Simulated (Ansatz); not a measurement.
The reference is SiC in the wurtzite structure (space group P6_3mc, No. 186; a = 3.092 Å, c = 5.074 Å).

Modification: the cell is scaled by 0.9857 in all directions, atoms relaxed at fixed cell.

Method: PBE (Ansatz, a first-principles code, PAW, no spin-orbit coupling), earlier PAW set.

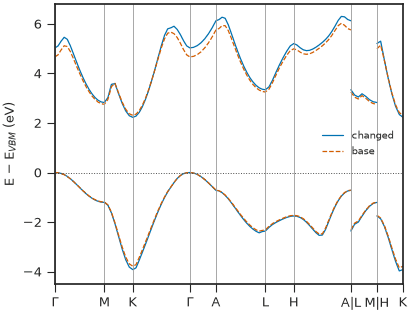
Highest valence and lowest conduction band along the path, each from its own valence-band maximum

The gap is 2.23 eV, indirect, Γ → K; the base has 2.31 eV.

The cells carry an imposed strain or load. No phonon test of stability was made.
